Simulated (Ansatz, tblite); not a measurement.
# The cluster Al₂SiO₅: rung by rung, part 2 of 2

Aim: run the singlet of the cluster Al₂SiO₅ at one geometry on many levels, and compare frontier levels, spin and run time.

Ansatz 0.2.0, Gaussian basis; as each input shows. Earlier steps stand in the parts before.

## 16. CCSD(T)/def2-SVP

in.yaml reads:

```yaml
crystal:
  periodic: [false, false, false]
  atoms:
    - {symbol: Al, position_ang: [-0.102038, -0.060147, 0.092362]}
    - {symbol: Al, position_ang: [2.212858, 1.300903, -1.964623]}
    - {symbol: Si, position_ang: [-1.752668, -1.030380, 1.555558]}
    - {symbol: O, position_ang: [-0.802658, 0.372149, 1.655843]}
    - {symbol: O, position_ang: [-1.121114, -1.503082, 0.053190]}
    - {symbol: O, position_ang: [-2.806069, -1.649740, 2.489697]}
    - {symbol: O, position_ang: [3.319521, 1.952193, -2.951625]}
    - {symbol: O, position_ang: [1.052168, 0.618104, -0.930401]}
basis:
  gaussian: {orbitals: def2-SVP, initial_orbitals: start.molden}
correlation: {method: ccsd_t}
scf: {omitted_lower_state_checks: [starts]}
output: {orbitals: {seedname: orbitals}}
```

Launch:

```bash
$ ansatz run in.yaml --threads 4 --pin off --events-out ev --progress --plain --max-ram 4787MiB
```

The log of the run:

```text
Functional definition: HF
  name "HF"
  cite "Fock, Z. Phys. 61, 126 (1930) doi:10.1007/BF01340294"
  parent pbe
  exchange = exact_x
  correlation = 0
these checks for a lower state are left out or cut short: starts
1115 factors; integrals over basis functions are off by at most 5.9e-4 eV
mean field evaluation 1: about -31203.2068 eV, gradient 2.7e1 eV
mean field evaluation 2: about -31204.4983 eV, gradient 1.3e0 eV
mean field evaluation 4: about -31205.0929 eV, gradient 4.0e-2 eV
mean field evaluation 8: about -31205.0933 eV, gradient 1.4e-6 eV
mean field -31205.09326916 eV, -1146.7660260697 hartree, gradient 2.3e-6 eV, S^2 0.000000; 0 other end points of the search recorded, 0 dependent functions left out
20 core orbitals not correlated: weight in the atoms' cores, before any rotation towards them, 1.000 or more for the frozen orbitals, at most 0.000 for the correlated occupied ones
reference -31205.09326916 eV, -1146.7660260697 hartree; 20, 20 occupied and 84, 84 virtual orbitals, 1115 factors
second order -30.81965780 eV of doubles, -0.00000000 eV of singles
cycle   1  -29.29318810 eV  change     1.5e0 eV  update   2.2e-1
cycle   2  -30.30630575 eV  change    -1.0e0 eV  update   9.7e-2
cycle   3  -30.62282108 eV  change   -3.2e-1 eV  update   4.6e-2
cycle   4  -30.65735658 eV  change   -3.5e-2 eV  update   1.6e-2
cycle   5  -30.63254993 eV  change    2.5e-2 eV  update   4.6e-3
cycle   6  -30.63040039 eV  change    2.1e-3 eV  update   2.0e-3
cycle   7  -30.63147666 eV  change   -1.1e-3 eV  update   1.0e-3
cycle   8  -30.63125880 eV  change    2.2e-4 eV  update   4.8e-4
cycle   9  -30.63106291 eV  change    2.0e-4 eV  update   2.4e-4
cycle  10  -30.63134695 eV  change   -2.8e-4 eV  update   1.1e-4
cycle  11  -30.63128741 eV  change    6.0e-5 eV  update   4.7e-5
cycle  12  -30.63121308 eV  change    7.4e-5 eV  update   1.9e-5
cycle  13  -30.63124010 eV  change   -2.7e-5 eV  update   7.7e-6
perturbative correction -1.00676878 eV, -0.0369980702 hartree
Total energy: -31236.73127803 eV, -1147.9287014508 hartree
Checks for a lower state left out: starts
```

Wall time 16 s (4 threads of Arm Neoverse V1, shared host); peak memory 0.66 GiB.

Hartree-Fock HOMO -11.26 eV, LUMO -0.40 eV; T1 0.025. Doubts: large T1 diagnostic.

## 17. MP2/def2-TZVP

in.yaml: that of step 16 with these lines changed.

```diff
@@ -12,4 +12,4 @@
 basis:
-  gaussian: {orbitals: def2-SVP, initial_orbitals: start.molden}
-correlation: {method: ccsd_t}
+  gaussian: {orbitals: def2-TZVP, initial_orbitals: start.molden}
+correlation: {method: mp2}
 scf: {omitted_lower_state_checks: [starts]}
```

Launched as before.

The log of the run:

```text
Functional definition: HF
  name "HF"
  cite "Fock, Z. Phys. 61, 126 (1930) doi:10.1007/BF01340294"
  parent pbe
  exchange = exact_x
  correlation = 0
these checks for a lower state are left out or cut short: starts
1684 factors; integrals over basis functions are off by at most 1.1e-3 eV
mean field evaluation 1: about -31223.9432 eV, gradient 4.2e1 eV
mean field evaluation 2: about -31225.4849 eV, gradient 2.0e0 eV
mean field evaluation 4: about -31226.3287 eV, gradient 3.5e0 eV
mean field evaluation 8: about -31226.3519 eV, gradient 1.5e-3 eV
mean field -31226.35189836 eV, -1147.5472662832 hartree, gradient 1.7e-6 eV, S^2 0.000000; 0 other end points of the search recorded, 0 dependent functions left out
20 core orbitals not correlated: weight in the atoms' cores, before any rotation towards them, 1.000 or more for the frozen orbitals, at most 0.000 for the correlated occupied ones
reference -31226.35189836 eV, -1147.5472662832 hartree; 20, 20 occupied and 226, 226 virtual orbitals, 1684 factors
second order -38.85833068 eV of doubles, -0.00000000 eV of singles
Total energy: -31265.21022904 eV, -1148.9752835967 hartree
Checks for a lower state left out: starts
```

Wall time 7.5 s (4 threads of Arm Neoverse V1, shared host); peak memory 0.67 GiB.

From the report: Hartree-Fock HOMO -11.45 eV, LUMO -0.60 eV.

## 18. RPA/def2-TZVP

in.yaml: that of step 17 with these lines changed.

```diff
@@ -13,4 +13,4 @@
   gaussian: {orbitals: def2-TZVP, initial_orbitals: start.molden}
-correlation: {method: mp2}
+hamiltonian: {xc: pbe}
+correlation: {method: rpa}
 scf: {omitted_lower_state_checks: [starts]}
-output: {orbitals: {seedname: orbitals}}
```

The command is unchanged.

The log of the run:

```text
Functional definition: PBE
  name "PBE"
  cite "Perdew, Burke & Ernzerhof, Phys. Rev. Lett. 77, 3865 (1996) doi:10.1103/PhysRevLett.77.3865"
  parent pbe
  parameter kappa = 0.804
  parameter beta = 0.06672455060314922
  exchange = pbe_x(kappa = kappa, mu = beta*pi^2/3)
  correlation = pbe_c(beta = beta)
these checks for a lower state are left out or cut short: starts
1684 factors; integrals over basis functions are off by at most 1.1e-3 eV
mean field evaluation 1: about -31297.2897 eV, gradient 1.5e1 eV
mean field evaluation 2: about -31297.5396 eV, gradient 3.0e-1 eV
mean field evaluation 4: about -31297.5321 eV, gradient 9.7e-4 eV
mean field evaluation 8: about -31297.5321 eV, gradient 1.7e-6 eV
mean field -31297.53211076 eV, -1150.1630908414 hartree, gradient 2.9e-6 eV, S^2 0.000000; 0 other end points of the search recorded, 0 dependent functions left out
20 core orbitals not correlated: weight in the atoms' cores, before any rotation towards them, 1.000 or more for the frozen orbitals, at most 0.000 for the correlated occupied ones
reference -31223.09353351 eV, -1147.4275235837 hartree; 20, 20 occupied and 226, 226 virtual orbitals, 1684 factors
Total energy: -31281.02758298 eV, -1149.5565606325 hartree
Checks for a lower state left out: starts
```

It took 9.5 s on 4 threads of Arm Neoverse V1, shared host; peak memory 0.64 GiB.

## 19. Levels side by side

| level | functions | HOMO (eV) | LUMO (eV) | gap (eV) | time |
| --- | --- | --- | --- | --- | --- |
| HF/6-31G | 84 | -11.68 | -0.66 | 11.02 | 0.45 s |
| PBE-D4/def2-SVP | 124 | -6.55 | -4.00 | 2.54 | 1.4 s |
| PBE-D4/def2-TZVP | 266 | -6.73 | -4.25 | 2.48 | 3.1 s |
| PBE-D4/def2-TZVPD | 329 | -6.79 | -4.32 | 2.46 | 7.6 s |
| r2SCAN-D4/def2-TZVP | 266 | -6.94 | -3.91 | 3.03 | 7.5 s |
| r2SCANh-D4/def2-TZVP | 266 | -7.46 | -3.65 | 3.81 | 9.5 s |
| B3LYP-D4/6-31G | 84 | -8.00 | -3.80 | 4.20 | 1.4 s |
| PBE0-D4/def2-SVP | 124 | -7.90 | -3.23 | 4.67 | 1.9 s |
| PBE0-D4/def2-TZVP | 266 | -8.08 | -3.45 | 4.63 | 8 s |
| PBE0-D4/def2-TZVPD | 329 | -8.12 | -3.53 | 4.59 | 13 s |
| BHLYP-D4/def2-TZVP | 266 | -9.37 | -2.73 | 6.65 | 7.5 s |
| BHLYP-D4/def2-TZVPD | 329 | -9.42 | -2.84 | 6.59 | 15 s |

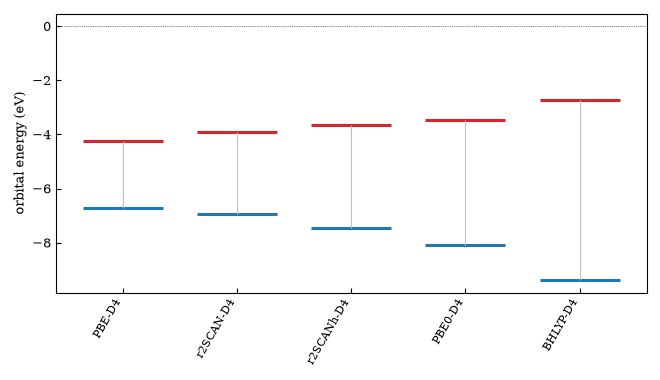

Highest filled (blue) and lowest empty (red) level in def2-TZVP.

Energy pieces by basis (eV):

| basis | HF | MP2 correlation | CCSD correlation | (T) | total |
| --- | --- | --- | --- | --- | --- |
| def2-SVP | -31205.0933 | -30.8197 | -30.6312 | -1.0068 | -31236.7313 |
| def2-TZVP | -31226.3519 | -38.8583 |  |  | -31265.2102 (MP2) |

## 20. Binding energy

Free atoms were run apart at each level; binding is atoms less cluster, divided by the number of atoms, without zero-point or spin-orbit terms.

| level | binding an atom (eV) |
| --- | --- |
| HF/6-31G | 1.881 |
| HF/def2-SVP† | 2.836 |
| HF/def2-TZVP | 2.958 |
| PBE-D4/def2-SVP | 4.843 |
| PBE-D4/def2-TZVP | 4.919 |
| PBE-D4/def2-TZVPD | 4.914 |
| r2SCAN-D4/def2-TZVP | 4.821 |
| r2SCANh-D4/def2-TZVP | 4.718 |
| B3LYP-D4/6-31G | 3.753 |
| PBE0-D4/def2-SVP | 4.546 |
| PBE0-D4/def2-TZVP | 4.650 |
| PBE0-D4/def2-TZVPD | 4.649 |
| BHLYP-D4/def2-TZVP | 4.363 |
| BHLYP-D4/def2-TZVPD | 4.365 |
| B2PLYP/def2-TZVP | 4.734 |
| RPA/def2-TZVP | 4.318 |
| MP2/def2-SVP† | 4.620 |
| MP2/def2-TZVP | 4.981 |
| CCSD/def2-SVP† | 4.177 |
| CCSD(T)/def2-SVP† | 4.282 |

† marks a level with a doubtful state (flagged, unstable or spin-contaminated).

## 21. Results

The summary covers parts 1 to 2.

| quantity | value |
| --- | --- |
| gap in def2-TZVP, named functionals, smallest and largest | 2.48 eV (PBE-D4), 6.65 eV (BHLYP-D4) |
| correlation energy, CCSD(T)/def2-SVP | -31.64 eV |
| correlation energy, MP2/def2-TZVP | -38.86 eV |
| binding an atom, functionals in def2-TZVP | 4.36 (BHLYP-D4) to 4.92 eV (PBE-D4) |
| PBE0 total energy, smallest basis above largest | 20.92 eV (def2-SVP, def2-TZVPD) |

**Reading.** Over the named functionals in def2-TZVP the gap runs from 2.48 eV (PBE-D4) to 6.65 eV (BHLYP-D4); exact exchange widens it. Notes on CCSD(T)/def2-SVP: large T1 diagnostic.

The slowest run with a step of its own, CCSD(T)/def2-SVP, took 16 s; the quickest functional in def2-TZVP took 3.1 s (shared host).
